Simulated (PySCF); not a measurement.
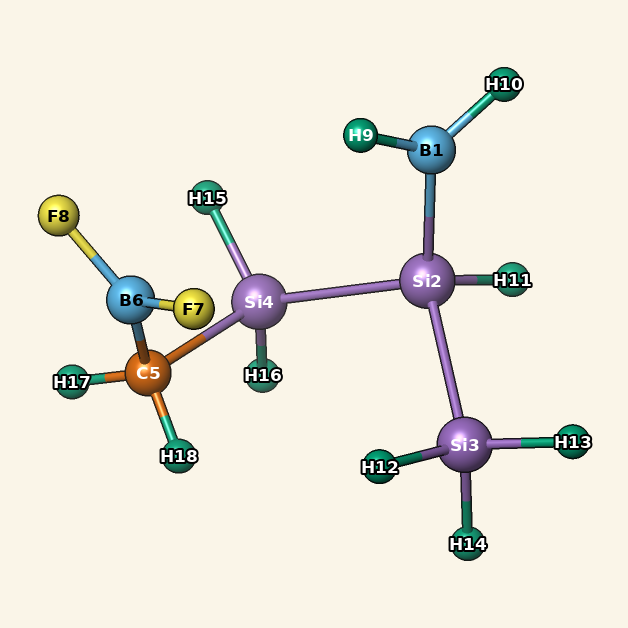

The geometry was computed by an optimisation with GFN2-xTB. No frequency run is at hand to confirm it as a minimum. Electric field gradients from the ground-state density, PBE0/pcSseg-1 (PySCF 2.14.0), non-relativistic apart from any core potentials.

Give the largest field-gradient component, the quadrupole coupling constant and the asymmetry for 11B at B1 (Q = 40.59 mb), 11B at B6 (Q = 40.59 mb), 2H at H9 (Q = 2.86 mb), 2H at H10 (Q = 2.86 mb), 2H at H11 (Q = 2.86 mb), 2H at H12 (Q = 2.86 mb).

```json
{"atom": "B1", "V_zz (a.u.)": "0.652", "e²qQ/h (MHz)": "6.22", "η": "0.09"}
{"atom": "B6", "V_zz (a.u.)": "0.362", "e²qQ/h (MHz)": "3.46", "η": "0.70"}
{"atom": "H9", "V_zz (a.u.)": "0.239", "e²qQ/h (MHz)": "0.161", "η": "0.15"}
{"atom": "H10", "V_zz (a.u.)": "0.242", "e²qQ/h (MHz)": "0.163", "η": "0.16"}
{"atom": "H11", "V_zz (a.u.)": "0.150", "e²qQ/h (MHz)": "0.101", "η": "0.01"}
{"atom": "H12", "V_zz (a.u.)": "0.165", "e²qQ/h (MHz)": "0.111", "η": "0.02"}
```

The geometry is semi-empirical. Around B, Si such bond lengths and angles can be off by a tenth of an ångström or more and by several degrees, and values that hang on the shape move with them.
